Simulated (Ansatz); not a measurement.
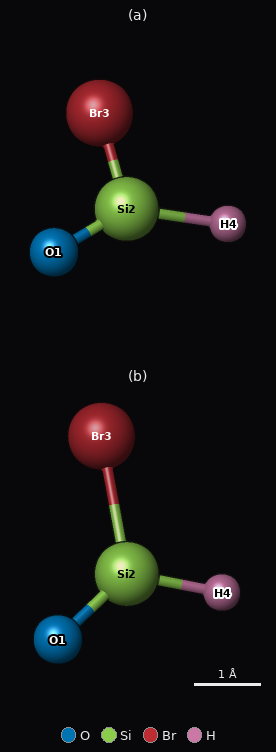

The structure of SiHOBr before (top) and after (bottom) a relaxation, at one scale.

The picture is a ball-and-stick view, seen at a tilt.

It is one of the separated reactants of a reaction.

These are results of Ansatz, RKS PBE-D4/def2-SVP, not measurements.

The input:
```yaml
crystal:
  periodic: [false, false, false]
  atoms:
    - {symbol: O, position_ang: [-0.118821, -1.145693, 0.895894]}
    - {symbol: Si, position_ang: [0.104288, -0.089109, 0.060270]}
    - {symbol: Br, position_ang: [-1.275882, 0.541516, -0.313070]}
    - {symbol: H, position_ang: [1.290416, 0.693285, -0.643094]}
basis:
  gaussian: {orbitals: def2-SVP}
hamiltonian: {xc: pbe, dispersion: d4}
relax: {f_tol: 0.03, max_steps: 250}
```

Run as
```bash
ansatz run in.yaml --threads 2 --pin off --events-out ev --progress --plain --max-ram 4352MiB
```

**What changed between the two?**

Br3 moves most after the best rigid fit: 0.61 Å. By element the largest moves are Br 0.61 Å, O 0.42 Å, H 0.16 Å, Si 0.06 Å. Some distances before and after: O1–Br3 2.376 → 3.358 Å, Si2–Br3 1.563 → 2.211 Å, O1–Si2 1.365 → 1.547 Å, Si2–H4 1.585 → 1.497 Å. Bond angles that change, for instance: O1–Si2–Br3 108.3° → 125.8°, O1–Si2–H4 140.9° → 126.1°, Br3–Si2–H4 110.8° → 108.1°. Over 7 geometry steps the energy falls by 1105.6 kJ/mol. The largest force component goes from 42 to 0.015 eV/Å. Cost: 8 s on 2 threads of Arm Neoverse V2, on a shared host.
